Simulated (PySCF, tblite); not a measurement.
# C₈H₄O₂: vibronic structure

What do calculations give for the vibronic structure of C₈H₄O₂ (`C#CC1=CC=CC(=O)C1=O`)?

Programs: tblite 0.8.0 and PySCF 2.14.0, with routines of our own; each step states its level. All values are computed. Atoms count from 0.

## 1. The starting structure

14 atoms, charge 0, multiplicity 1; geometry from: force field or distance geometry start.

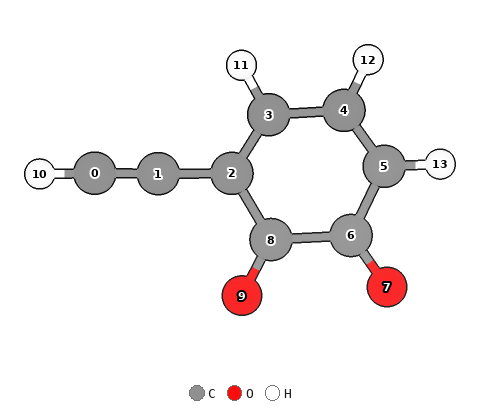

The starting geometry (carbon grey, oxygen red, hydrogen white).

## 2. Geometry optimisation with GFN2-xTB

Job settings and geometry (Å):

```
{"job": {"kind": "relax", "xc": "GFN2-xTB", "basis": "xTB"}, "charge": 0, "multiplicity": 1}
C      3.386200    -0.338900    -0.231800
C      2.180400    -0.214400    -0.159400
C      0.780500    -0.081700    -0.050400
C      0.013800    -1.087100     0.379700
C     -1.420600    -1.026200     0.518800
C     -2.121100     0.069200     0.189400
C     -1.411300     1.272000    -0.313300
O     -2.034100     2.280300    -0.600100
C      0.114400     1.199100    -0.442400
O      0.731700     2.169200    -0.850700
H      4.433600    -0.426900    -0.310200
H      0.474000    -2.039900     0.679200
H     -1.939200    -1.907500     0.890900
H     -3.189200     0.132300     0.278200
```

Run with:

```bash
$ OMP_NUM_THREADS=1 python excited_run.py task.json out
```

One launch serves the whole session: the jobs run in the order shown.

Standard output:

```text
step      E/eV     max force
  0    -738.74453    1.866
  1    -738.74885    3.142
  2    -738.79072    1.700
  3    -738.79968    0.891
  4    -738.81116    0.188
  5    -738.81369    0.166
  6    -738.82004    0.237
  7    -738.82348    0.172
  8    -738.82419    0.070
  9    -738.82454    0.068
 10    -738.82487    0.088
 11    -738.82522    0.073
 12    -738.82546    0.046
 13    -738.82567    0.047
 14    -738.82591    0.056
 15    -738.82617    0.049
 16    -738.82642    0.046
 17    -738.82666    0.054
 18    -738.82697    0.084
 19    -738.82757    0.111
 20    -738.82842    0.112
 21    -738.82912    0.069
 22    -738.82950    0.045
 23    -738.82969    0.034
 24    -738.82982    0.032
 25    -738.82992    0.023
 26    -738.82999    0.020
 27    -738.83002    0.016
 28    -738.83004    0.014
 29    -738.83006    0.009
```

It took 0.18 s on 1 thread of Arm Neoverse V1, shared host.

The steps of the relaxation:

| step | energy from step 0 (eV) | largest force (eV/Å) |
| --- | --- | --- |
| 0 | 0.0000 | 1.8664 |
| 1 | -0.0043 | 3.1424 |
| 2 | -0.0462 | 1.6996 |
| 3 | -0.0551 | 0.8910 |
| 4 | -0.0666 | 0.1876 |
| 5 | -0.0692 | 0.1656 |
| 6 | -0.0755 | 0.2373 |
| 7 | -0.0789 | 0.1715 |
| 8 | -0.0797 | 0.0703 |
| 9 | -0.0800 | 0.0678 |
| 10 | -0.0803 | 0.0883 |
| 11 | -0.0807 | 0.0734 |
| 12 | -0.0809 | 0.0464 |
| 13 | -0.0811 | 0.0473 |
| 14 | -0.0814 | 0.0559 |
| 15 | -0.0816 | 0.0492 |
| 16 | -0.0819 | 0.0459 |
| 17 | -0.0821 | 0.0535 |
| 18 | -0.0824 | 0.0838 |
| 19 | -0.0830 | 0.1110 |
| 20 | -0.0839 | 0.1118 |
| 21 | -0.0846 | 0.0691 |
| 22 | -0.0850 | 0.0453 |
| 23 | -0.0852 | 0.0336 |
| 24 | -0.0853 | 0.0322 |
| 25 | -0.0854 | 0.0226 |
| 26 | -0.0855 | 0.0201 |
| 27 | -0.0855 | 0.0164 |
| 28 | -0.0855 | 0.0136 |
| 29 | -0.0855 | 0.0092 |

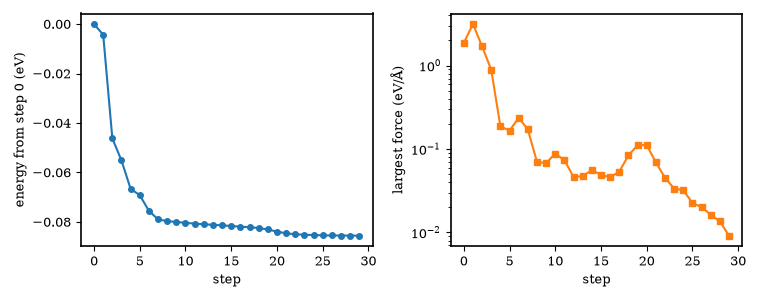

Energy and force, step by step.

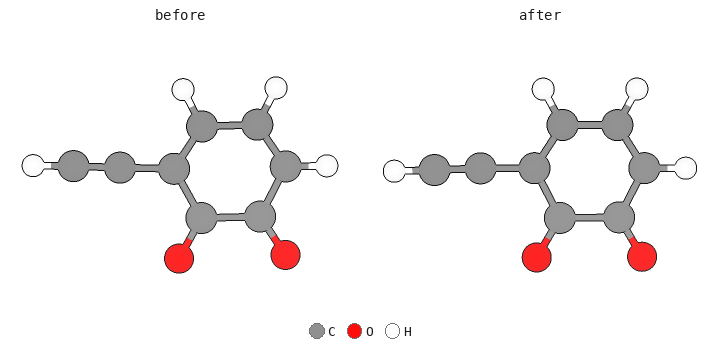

The geometry before (left) and after (right).

Distances of close pairs at the start and the end, largest changes first:

| bond | before (Å) | after (Å) | change (Å) |
| --- | --- | --- | --- |
| C5–C6 | 1.484 | 1.459 | -0.025 |
| C2–C3 | 1.336 | 1.356 | +0.020 |
| C3–H11 | 1.100 | 1.081 | -0.019 |
| C8–O9 | 1.220 | 1.207 | -0.013 |
| C0–C1 | 1.214 | 1.202 | -0.012 |
| C6–C8 | 1.533 | 1.545 | +0.012 |
| C2–C8 | 1.496 | 1.484 | -0.012 |
| C3–C4 | 1.442 | 1.431 | -0.011 |

The next job starts from the end point, and lists it.

## 3. Vibrational analysis with GFN2-xTB

Job settings and geometry (Å):

```
{"job": {"kind": "ir", "xc": "GFN2-xTB", "basis": "xTB"}, "charge": 0, "multiplicity": 1}
C      3.351864    -0.264819    -0.256502
C      2.155551    -0.219576    -0.145055
C      0.755005    -0.120900    -0.034133
C     -0.010915    -1.147434     0.411258
C     -1.434004    -1.040618     0.518481
C     -2.094559     0.085402     0.188943
C     -1.395667     1.265833    -0.307684
O     -1.957337     2.292146    -0.622148
C      0.140929     1.169727    -0.434220
O      0.777613     2.111506    -0.839656
H      4.395875    -0.312617    -0.351064
H      0.457622    -2.078746     0.697181
H     -1.974241    -1.905275     0.878333
H     -3.168412     0.164898     0.274100
```

Standard output:

```text
mode    cm-1     km/mol
  1      27.7      0.00
  2     115.9      0.97
  3     117.2      2.18
  4     202.9      2.41
  5     320.1      3.95
  6     358.5      2.71
  7     385.8      0.32
  8     388.7      0.98
  9     409.4      1.97
 10     469.1      4.47
 11     506.7     17.67
 12     574.5     17.68
 13     649.9      5.57
 14     654.3     14.31
 15     688.8     10.45
 16     722.7     22.44
 17     792.1      3.28
 18     799.3     26.53
 19     890.5      0.50
 20     932.0      0.02
 21     952.1      8.69
 22    1061.1      2.39
 23    1140.4     28.12
 24    1166.8      5.10
 25    1235.9     31.60
 26    1284.7     12.07
 27    1358.7     14.97
 28    1542.9     89.78
 29    1624.5     14.71
 30    1691.6    174.37
 31    1714.2    274.20
 32    2232.6     44.92
 33    3072.1      9.56
 34    3082.1     17.52
 35    3092.3     11.05
 36    3393.2     13.24
```

Run time: 0.46 s. Hardware: 1 thread of Arm Neoverse V1, shared host.

Which atoms move in the most intense modes:

| cm⁻¹ | km/mol | atoms |
| --- | --- | --- |
| 723 | 22.4 | H13 30 %, C8 24 %, C4 11 %, C6 11 % |
| 799 | 26.5 | C6 20 %, H11 13 %, H13 12 %, C8 12 % |
| 1140 | 28.1 | H12 41 %, C6 19 %, H11 14 % |
| 1236 | 31.6 | C2 25 %, H12 16 %, H13 15 %, C6 11 % |
| 1543 | 89.8 | C3 28 %, C2 28 %, C4 22 %, C5 18 % |
| 1692 | 174.4 | C6 51 %, O7 33 % |
| 1714 | 274.2 | C8 51 %, O9 35 % |
| 2233 | 44.9 | C1 59 %, C0 31 % |

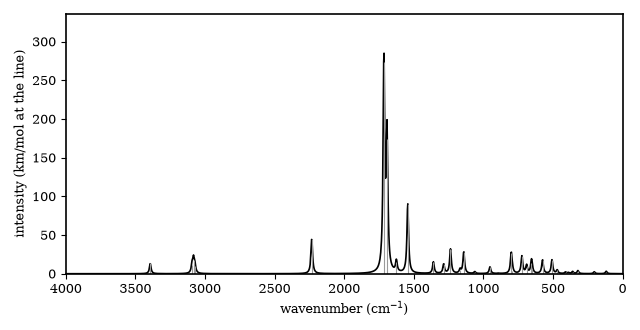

The infrared spectrum from these modes, unscaled. Lines are broadened to a width of 14 cm⁻¹ (Lorentzian).

## 4. Vibronic structure: TDDFT PBE0/def2-SVP

Settings changed since step 3:

```diff
@@ -1,2 +1,2 @@
-{"job": {"kind": "ir", "xc": "GFN2-xTB", "basis": "xTB"}, "charge": 0, "multiplicity": 1}
+{"job": {"kind": "vib", "xc": "PBE0", "basis": "def2-SVP", "tda": false}, "charge": 0, "multiplicity": 1}
 C      3.351864    -0.264819    -0.256502
```

Method: TDDFT PBE0/def2-SVP vertical-gradient vibronic structure (displaced harmonic oscillators, Condon), gas phase.

Standard output:

```text
final grid: 61688 points
cycle   1  E = -456.4592165696  dE =  2.032e+00  |g| = 1.110e+00  |ddm| = 4.952e+00
cycle   2  E = -455.2493356985  dE =  1.210e+00  |g| = 2.696e+00  |ddm| = 5.648e+00
cycle   3  E = -456.7177596592  dE = -1.468e+00  |g| = 1.679e-01  |ddm| = 4.443e+00
cycle   4  E = -456.7179189894  dE = -1.593e-04  |g| = 1.683e-01  |ddm| = 3.189e-01
cycle   5  E = -456.7248706641  dE = -6.952e-03  |g| = 5.497e-02  |ddm| = 1.816e-01
cycle   6  E = -456.7255849988  dE = -7.143e-04  |g| = 1.020e-02  |ddm| = 6.010e-02
cycle   7  E = -456.7256027084  dE = -1.771e-05  |g| = 5.255e-03  |ddm| = 1.437e-02
cycle   8  E = -456.7256098395  dE = -7.131e-06  |g| = 1.418e-03  |ddm| = 7.877e-03
cycle   9  E = -456.7256102556  dE = -4.161e-07  |g| = 4.196e-04  |ddm| = 2.478e-03
cycle  10  E = -456.7256102898  dE = -3.419e-08  |g| = 1.871e-04  |ddm| = 8.317e-04
cycle  11  E = -456.7256102989  dE = -9.149e-09  |g| = 4.943e-05  |ddm| = 2.960e-04
cycle  12  E = -456.7256102994  dE = -4.422e-10  |g| = 2.877e-05  |ddm| = 9.153e-05
converged SCF energy = -456.7256102994

Singlet excitations (eV, f): 1.786 (0.0000)  2.715 (0.1000)  3.146 (0.0000)  3.523 (0.0000)  4.560 (0.0096)  4.957 (0.0001)

State S1  1.7855 eV  f = 0.00000  H-1->L 0.97
  relaxed dipole 3.431 D, largest gradient of the excitation energy 0.0312 Eh/bohr
  mode    cm-1        S   lambda/meV  Raman
   25   1235.9    0.3512      53.8   1.000
   28   1542.9    0.1391      26.6   0.617
   23   1140.4    0.1238      17.5   0.300
    9    409.4    0.2219      11.3   0.069
   22   1061.1    0.0744       9.8   0.156
   26   1284.7    0.0530       8.4   0.163
   21    952.1    0.0455       5.4   0.077
    5    320.1    0.1353       5.4   0.026
   10    469.1    0.0894       5.2   0.037
   24   1166.8    0.0199       2.9   0.050
   12    574.5    0.0240       1.7   0.015
   31   1714.2    0.0072       1.5   0.039
  reorganisation energy 0.1525 eV, total S 1.329, 0-0 1.6331 eV
  absorption maximum 1.633 eV, width 0.224 eV

State S2  2.7146 eV  f = 0.10005  H->L 0.98
  relaxed dipole 8.199 D, largest gradient of the excitation energy 0.0486 Eh/bohr
  mode    cm-1        S   lambda/meV  Raman
   28   1542.9    0.7939     151.9   1.000
    9    409.4    1.3812      70.1   0.122
    5    320.1    1.5232      60.5   0.083
   10    469.1    0.5363      31.2   0.062
   31   1714.2    0.1240      26.4   0.193
   17    792.1    0.2136      21.0   0.071
   23   1140.4    0.1166      16.5   0.080
   32   2232.6    0.0475      13.1   0.125
   21    952.1    0.0991      11.7   0.048
   12    574.5    0.0852       6.1   0.015
   24   1166.8    0.0357       5.2   0.026
   15    688.8    0.0188       1.6   0.005
  reorganisation energy 0.4205 eV, total S 5.067, 0-0 2.2941 eV
  absorption maximum 2.630 eV, width 0.562 eV

State T1  1.3120 eV  f = 0.00000  H-1->L 0.94
  relaxed dipole 3.456 D, largest gradient of the excitation energy 0.0283 Eh/bohr
  mode    cm-1        S   lambda/meV  Raman
   25   1235.9    0.2795      42.8   1.000
   28   1542.9    0.1227      23.5   0.684
    9    409.4    0.2559      13.0   0.100
   23   1140.4    0.0843      11.9   0.257
    5    320.1    0.2372       9.4   0.057
   22   1061.1    0.0574       7.6   0.151
   26   1284.7    0.0443       7.1   0.171
   31   1714.2    0.0316       6.7   0.217
   10    469.1    0.0818       4.8   0.042
   21    952.1    0.0200       2.4   0.042
   12    574.5    0.0280       2.0   0.022
    7    385.8    0.0257       1.2   0.009
  reorganisation energy 0.1364 eV, total S 1.304, 0-0 1.1755 eV
  absorption maximum 1.178 eV, width 0.226 eV
```

Wall time 37 s (1 thread of Arm Neoverse V1, shared host); peak memory 0.87 GiB.

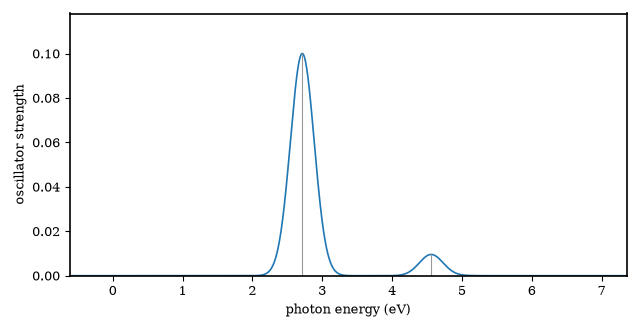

Absorption lines of the singlets. Lines are broadened to a width of 0.40 eV (Gaussian).

## 5. Outcome

```
                                                                                     quantity                     value
                                                    strongest single infrared mode (GFN2-xTB)     1714 cm⁻¹, 274 km/mol
                                                                 zero-point energy (GFN2-xTB)             56.7 kcal/mol
S1: vertical, reorganisation, 0-0, total S (step 4, TDDFT PBE0/def2-SVP, modes from GFN2-xTB)  1.79, 0.15, 1.63 eV; 1.3
S2: vertical, reorganisation, 0-0, total S (step 4, TDDFT PBE0/def2-SVP, modes from GFN2-xTB)  2.71, 0.42, 2.29 eV; 5.1
  T1: vertical, reorganisation, 0-0, total S (step 4, TDA PBE0/def2-SVP, modes from GFN2-xTB)  1.31, 0.14, 1.18 eV; 1.3
```

No mode is imaginary among the 36: a minimum at this level. The strongest single mode, at 1714 cm⁻¹, moves mainly C8 and O9. GFN2-xTB is a fitted tight-binding method: band positions and strengths are rough. Its intensities can rank the bands wrongly. The vibronic model keeps the ground-state modes (from xTB) and shifts them along the gradient alone, so it can miss much of the relaxation that a full optimisation finds.
